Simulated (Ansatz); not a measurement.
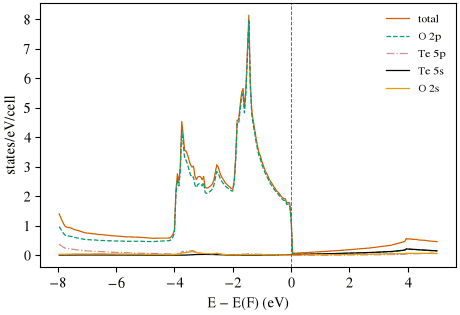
Figure. Total and projected density of states of TeO3 (ReO3 type, Pm-3m), plane-wave PAW r²SCAN (Ansatz code)

Task: Which orbitals carry the states next to the Fermi level?

Result: Within 0.5 eV of the Fermi level: O 2p 95 %. Projections are on Löwdin-orthogonalised atomic valence shells; empty p or d shells of many metals are not among them.

Task: Where is the tallest occupied peak in this window, and what makes it?

Result: Near -1.4 eV, about 8.1 states/eV per cell; the largest projected share is O 2p.

The start of the workflow was typed in or built on a structure type; neither database checked (COD, Materials Project) lists it. COD files the formula under space group No. 167. Whether it is the stable phase at ambient conditions was not checked. Symmetry was held in the r²SCAN relaxation; its stability against distortions is not shown here. Scalar-relativistic: spin–orbit coupling is off unless named, which matters more the heavier the elements.

Potentials: the earlier of the program's two PAW sets.
